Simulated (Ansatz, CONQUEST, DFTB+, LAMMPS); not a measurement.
# CONQUEST on (K,Na)Cl at 900 K with crystalline order left by the classical run (76 atoms): settings against a plane-wave reference

Wanted: CONQUEST inputs and outputs for (K,Na)Cl at 900 K with crystalline order left by the classical run (76 atoms), checked against a plane-wave reference.

Main program and level: CONQUEST 1.3; the method is named at each step.

### Step 1. The structure

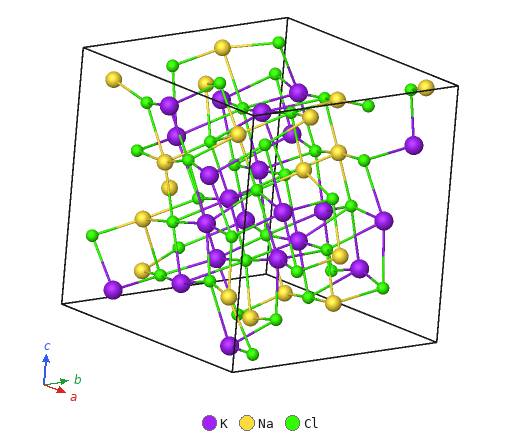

Start, viewed slightly off an axis; potassium purple, sodium yellow, chlorine green. Bonds to atoms that aren't drawn are left out. Some periodic images of atoms are drawn too.

The cell holds 76 atoms: 21 K, 17 Na and 38 Cl. Its edges and angles: a = 13.595 Å, b = 13.595 Å, c = 13.595 Å, α = 90.0°, β = 90.0°, γ = 90.0°. 76 atoms (21 K, 17 Na, 38 Cl) placed at random at 1.69 g/cm³, melted at 1800 K for 10 ps at fixed volume with the Lennard-Jones and Coulomb ion parameters for SPC/E (Joung and Cheatham, J. Phys. Chem. B 112, 9020 (2008)), full charges. Snapshot at the end of a hold of 20 ps at 900 K and fixed volume.

The yardstick, on the same geometry:

- method: Kohn-Sham DFT, PBE, PAW, plane waves (Ansatz 0.2.0); cutoff 420 eV, Γ point, fermi-dirac smearing of 0.05 eV; PAW set soft_2
- r.m.s. force component: 0.2348 eV/Å
- longest force: 0.9297 eV/Å
- pressure: -1.119 GPa
- gap (highest filled to lowest empty level): 3.647 eV
- SCF cycles: 7
- time: 25 s on 4 threads of Intel Xeon 6975P-C (Granite Rapids), shared host
- CPU time: 84 s

### Step 2. PBE, grid 40 Ha

Method: Kohn-Sham DFT, PBE, norm-conserving pseudopotentials, pseudo-atomic orbitals (double zeta with polarisation), diagonalisation.

The .ion files beside the input carry potential, basis and functional.

Contents of Conquest_input:

```
IO.Title cell
IO.Coordinates coords.dat
IO.FractionalAtomicCoords T
IO.Iprint 1
General.NumberOfSpecies 3
AtomMove.TypeOfRun static
AtomMove.CalcStress T
Grid.GridCutoff 40
DM.SolutionMethod diagon
SC.MaxIters 100
SC.LinearMixingFactor 0.3
minE.SCTolerance 1e-06
Diag.kT 0.001837
Diag.MPMesh T
Diag.GammaCentred T
Diag.MPMeshX 1
Diag.MPMeshY 1
Diag.MPMeshZ 1
%block ChemicalSpeciesLabel
1 39.098 K
2 22.990 Na
3 35.450 Cl
%endblock
```

Contents of coords.dat:

```
25.691583 0.000000 0.000000
0.000000 25.691583 0.000000
0.000000 0.000000 25.691583
76
0.47366 0.37303 0.49291 1 T T T
0.49786 0.01576 0.90322 1 T T T
0.77626 0.00015 0.70802 1 T T T
0.31353 0.47359 0.20555 1 T T T
0.21193 0.06370 0.10334 1 T T T
0.12432 0.76720 0.26885 1 T T T
0.41926 0.54624 0.79514 1 T T T
0.91728 0.25637 0.57186 1 T T T
0.12702 0.38832 0.64188 1 T T T
0.77098 0.17584 0.02135 1 T T T
0.26815 0.85028 0.79509 1 T T T
0.11246 0.97130 0.57857 1 T T T
0.77683 0.37478 0.33796 1 T T T
0.64459 0.12041 0.47139 1 T T T
0.56567 0.65143 0.31999 1 T T T
0.38798 0.91883 0.35903 1 T T T
0.47030 0.17196 0.18529 1 T T T
0.62464 0.91503 0.19694 1 T T T
0.00398 0.70210 0.71584 1 T T T
0.30050 0.65984 0.52480 1 T T T
0.83868 0.82859 0.45027 1 T T T
0.72868 0.50618 0.65672 2 T T T
0.83647 0.61450 0.15346 2 T T T
0.36344 0.13532 0.63380 2 T T T
0.86261 0.40108 0.91075 2 T T T
0.43384 0.71948 0.07406 2 T T T
0.66865 0.69702 0.89236 2 T T T
0.60503 0.27501 0.79003 2 T T T
0.55151 0.82648 0.63994 2 T T T
0.90647 0.03302 0.26429 2 T T T
0.00115 0.48489 0.39615 2 T T T
0.05880 0.11304 0.87755 2 T T T
0.12206 0.58288 0.96341 2 T T T
0.33579 0.33048 0.90862 2 T T T
0.04881 0.34242 0.10234 2 T T T
0.18812 0.20280 0.35786 2 T T T
0.94937 0.88616 0.99204 2 T T T
0.58982 0.42603 0.05299 2 T T T
0.99148 0.10130 0.05567 3 T T T
0.15123 0.17759 0.61768 3 T T T
0.22343 0.61974 0.74997 3 T T T
0.41912 0.95583 0.12956 3 T T T
0.11721 0.02029 0.29551 3 T T T
0.56655 0.07268 0.70341 3 T T T
0.53566 0.42608 0.26253 3 T T T
0.69937 0.11320 0.26277 3 T T T
0.07550 0.73136 0.47740 3 T T T
0.83990 0.20712 0.82053 3 T T T
0.86827 0.82619 0.19668 3 T T T
0.61810 0.67946 0.11076 3 T T T
0.99112 0.28670 0.35649 3 T T T
0.60511 0.86441 0.44233 3 T T T
0.79731 0.59427 0.35481 3 T T T
0.40646 0.31415 0.70376 3 T T T
0.90034 0.65039 0.93568 3 T T T
0.88522 0.04045 0.49361 3 T T T
[... 16 atom lines left out ...]
0.76637 0.97174 0.92611 3 T T T
0.40445 0.52204 0.00608 3 T T T
0.27580 0.09699 0.84722 3 T T T
0.68237 0.32258 0.58777 3 T T T
```

Started as:

```
$ OMP_NUM_THREADS=1 Conquest > output.txt
```

Numbers of over 12 decimals in the logs are rounded to 6 here.

Conquest_out:

```text
      Simulation cell dimensions:    25.6916 a0 x    25.6916 a0 x    25.6916 a0
        This calculation includes non-local pseudopotentials,
         with a maximum core radius of     11.52907648
    Job title: cell
    Job to be run: static calculation
    Ground state search:
      Support functions represented with PAO basis
      1:1 PAO to SF mapping
      Non-spin-polarised electrons
      Solving for the K matrix using diagonalisation
      Using Fermi-Dirac smearing
    Integration grid size:     80 x   80 x   80
    Integration grid spacing:  0.321 a0 x 0.321 a0 x 0.321 a0
    Number of species:  3
    --------------------------------------------------------
    |   #  mass (au)  Charge (e)  SF Rad (a0)  NSF  Label  |
    --------------------------------------------------------
    |   1     39.098       9.000       11.882   14  K      |
    |   2     22.990       9.000       10.919    9  Na     |
    |   3     35.450       7.000        6.102   13  Cl     |
    --------------------------------------------------------
          SCF tolerance:                 0.00000100
          SCF iterations:               100
    The calculation will be performed on     1 process
    The calculation will be performed on     1 thread
    Using the default matrix multiplication kernel
    The functional used will be GGA PBE96
    set_atom_dens: In set_atomic_density, electrons :     608.000000000000
    PulayMixSC: Starting Pulay mixing, A_up =  0.300 A_dn =  0.300
    PulayMixSC: Spin non-polarised calculation.
          Harris-Foulkes Energy            :     -2036.562165 Ha
    PulayMixSC: Pulay iteration     1 residual:              0.48611E-03
          Harris-Foulkes Energy            :     -2036.236614 Ha
    PulayMixSC: Pulay iteration     2 residual:              0.23587E-03
          Harris-Foulkes Energy            :     -2036.187728 Ha
    PulayMixSC: Pulay iteration     3 residual:              0.14246E-03
          Harris-Foulkes Energy            :     -2036.190839 Ha
    PulayMixSC: Pulay iteration     4 residual:              0.22282E-04
          Harris-Foulkes Energy            :     -2036.190829 Ha
    PulayMixSC: Pulay iteration     5 residual:              0.10978E-04
          Harris-Foulkes Energy            :     -2036.190791 Ha
    PulayMixSC: Pulay iteration     6 residual:              0.34707E-05
          Harris-Foulkes Energy            :     -2036.190782 Ha
    PulayMixSC: Pulay iteration     7 residual:              0.37246E-06
    PulayMixSC: Reached SCF tolerance of  0.37246E-06 after      7 iterations
      | Number of electrons      =       607.999845
      |* Harris-Foulkes energy   =     -2036.190782 Ha
      |* DFT total energy        =     -2036.190782 Ha
    force: Forces on atoms (Ha/a0)
    force:  Atom   X              Y              Z
    force:     1  -0.0014508723   0.0026193699  -0.0013318525
    force:     2  -0.0017450630  -0.0005323858   0.0022181428
    force:     3   0.0080447620  -0.0001277217   0.0045715593
    force:     4   0.0007411126  -0.0025602072   0.0062296652
    force:     5  -0.0003140488  -0.0057755114  -0.0079489734
    force:     6  -0.0032738583   0.0004370557  -0.0082944337
    force:     7   0.0089071252   0.0026836181  -0.0115537361
    force:     8  -0.0004483493  -0.0082464673   0.0023640731
    force:     9   0.0191544075   0.0042181304   0.0058468183
    force:    10  -0.0020383856  -0.0055513131   0.0037509521
    force:    11  -0.0001637132   0.0016879496   0.0020264989
    force:    12  -0.0038628924  -0.0044713360  -0.0035237864
    force:    13  -0.0075842756  -0.0017774575  -0.0059876947
    force:    14  -0.0045222414  -0.0061838004   0.0047738689
    force:    15   0.0086265867  -0.0053483569   0.0104335939
    force:    16  -0.0010361042   0.0009445124   0.0025468927
    force:    17   0.0010420942   0.0072696218   0.0023127804
    force:    18   0.0120105766  -0.0073261704  -0.0021365713
    force:    19  -0.0040815732  -0.0001563940   0.0014710767
    force:    20  -0.0047163246  -0.0007942364  -0.0017401979
    force:    21  -0.0019733390  -0.0107049486  -0.0013263968
    force:    22  -0.1521014331  -0.0197421143   0.0361516981
    force:    23   0.0351430142  -0.0456472314  -0.0551480945
    force:    24  -0.0405686370   0.0520312434   0.0602302403
[...]
force:    69   0.0011257980   0.0000673963   0.0034140054
    force:    70  -0.0015234733  -0.0072966710  -0.0008901429
    force:    71  -0.0003371557  -0.0011668440  -0.0008769667
    force:    72   0.0018732264  -0.0074494176  -0.0021237532
    force:    73  -0.0050783710  -0.0088301404   0.0110221698
    force:    74  -0.0016840326  -0.0115149590   0.0023506177
    force:    75  -0.0005958785  -0.0022718776   0.0052129593
    force:    76   0.0020276529  -0.0010831574  -0.0036481661
    force: Maximum force :        0.15210143(Ha/a0) on atom        22 in x direction
    force: Force Residual:        0.05467831 Ha/a0
    force: Total stress:         -0.18437659     0.09745205     0.26822835 GPa
    force: Average pressure:     -0.06043460 GPa
    get_E_and_F: Change in energy during last step of electronic optimisation:  0.83135E-05
```

It took 3.9 min on 1 thread of Intel Xeon 6975P-C (Granite Rapids), shared host; peak memory 4.7 GiB.

Banners, paths, timers and routine set-up lines are dropped from the logs unmarked, and long logs keep their key lines alone; longer cuts are marked.

Compared with the plane-wave run:

| Item | Value |
| --- | --- |
| r.m.s. force component | 1.623 eV/Å |
| r.m.s. difference of force components | 1604 meV/Å |
| longest difference of force vectors | 8748 meV/Å |
| force difference over r.m.s. force | 682.9 % |
| slope of forces against the reference's | 1.076 |
| correlation of force components | 0.1556 |
| gap (highest filled to lowest empty level) | 3.531 eV |
| gap difference | -0.1152 eV |
| pressure | -0.0604 GPa |
| pressure difference | 1.059 GPa |

This is a coarse setting, run to see what it loses.

Length of the force difference by element (eV/Å):

```tsv
element	atoms	mean	most
Cl	38	0.10	0.21
K	21	0.085	0.16
Na	17	5.6	8.7
```

Levels nearest the highest filled one (eV from it): -0.47, -0.45, -0.43, -0.41, -0.40, -0.38, -0.33, -0.29, -0.24, -0.23, -0.22, 0.00, 3.53, 4.58, 4.67, 4.72, 4.84, 4.90, 5.05, 5.34, 5.45, 5.51, 5.57, 5.64.

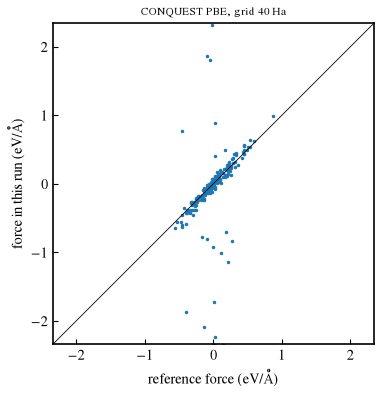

Force components against those of the reference; the line marks equality. Points beyond the frame are left out.

Local excerpt of 10 atoms (numbers count through the whole input) about Na31, which has 4 bonded neighbours where the commonest count for Na is 5; x, y, z are measured from there.

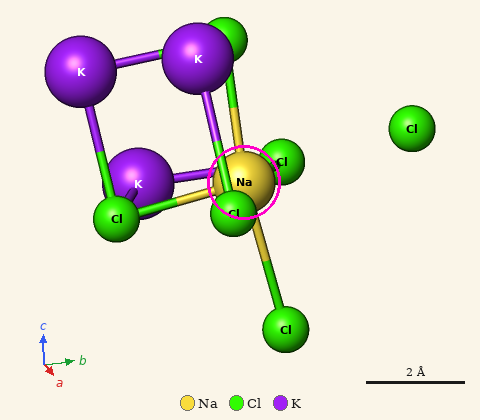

The atoms of the table, within 4.1 Å (arrows a, b, c point along x, y, z); some may hide others; the central atom is ringed.

```tsv
atom	x	y	z	distance (Å)	bonds	Fx	Fy	Fz (eV/Å)
Na31	0.00	0.00	0.00	0.00	4	-2.35	4.13	3.51
Cl51	-0.14	-2.69	-0.54	2.75	4	-0.02	0.18	-0.11
Cl62	-0.81	-0.12	2.84	2.96	5	-0.46	0.38	-0.16
Cl53	-2.77	1.49	-0.56	3.19	5	0.12	-0.22	0.17
Cl57	0.27	0.72	-3.18	3.27	5	0.54	-0.08	0.23
K13	-3.05	-1.50	-0.79	3.49	6	-0.39	-0.09	-0.31
Cl47	1.01	3.35	1.10	3.67	5	-0.08	0.04	0.31
Cl64	3.56	-1.11	0.53	3.76	5	-0.56	0.27	-0.13
K9	1.71	-1.31	3.34	3.98	5	0.98	0.22	0.30
K8	-1.14	-3.11	2.39	4.08	6	-0.02	-0.42	0.12
```

Forces lie 683 % from the reference's, at 2.8 times its CPU time (on 1 against 4 cores).

The difference per atom is largest on Na (5.6 eV/Å on average, against 0.10 on Cl). The forces add up to 24 eV/Å instead of zero, usually a sign of too coarse a grid.

### Step 3. Results

```
force difference from the reference : CONQUEST PBE, grid 40 Ha (coarse), 683 %
its CPU time                        : 3.9 min
```

What this shows: Runs with settings chosen to be coarse differ by 683 % (CONQUEST PBE, grid 40 Ha), their programs' other errors included. At the same functional, the gap of CONQUEST PBE, grid 40 Ha lies 0.12 eV below the reference's 3.65 eV. The network of bonds at the start is that of the classical potential that made the cell, and needn't be the one that DFT or experiment would give. The ion parameters were fitted for water, not for melts, so the starting structure of this cell may lie well off the real melt's. The electronic-structure runs sample only Γ, in a cell whose shortest periodic width is 14 Å.

[Also dropped from logs without a mark: logging warnings of Python, and SIESTA's first energy breakdown and zero terms.]

[Logs are printed without paths, hosts, clocks, repeated set-up lines and the standing remarks that a program may print on its own settings, such as how far it seeks lower states.]

[Hosts, paths, dates, database ids (printed as entryN), source tags and the programs' standing remarks are cut or masked in the printed files.]
